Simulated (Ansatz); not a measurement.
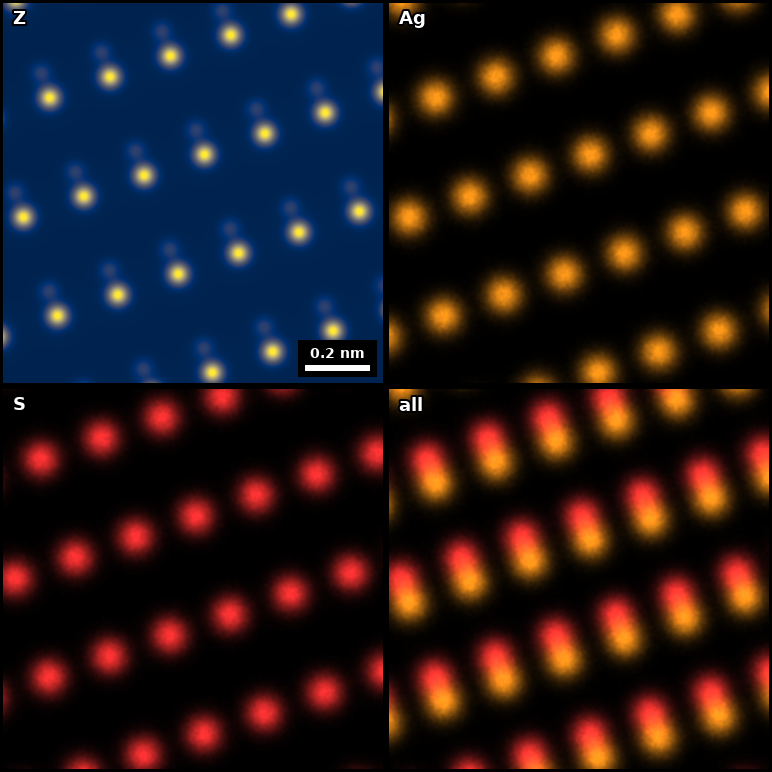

A crystal along [211]. Panel Z: The image is simulated as a sum over atoms of Z^1.7, blurred by a 0.50 Å probe (no channelling). The probe carries 15 % of its weight in a tail 2.5 times as wide. The other panels are simulated element maps (the number of atoms of one element along the beam, blurred by 0.9 Å, with counting noise; each on its own scale, no channelling); the last overlays them.

Question: Which columns does each element occupy?

Answer: The projected cell (2.02 × 3.29 Å, 90°) holds 2 columns: 1 of Ag and 1 of S. No column is shared by two of the mapped elements. The brightest columns of the Z-contrast image hold Ag.

The crystal is AgS (F-43m, No. 216). Structure used: the end point of a relaxation with DFT PBE, scalar-relativistic, plane waves, PAW in Ansatz; the starting structure was generated, so it need not be a known form of this composition.
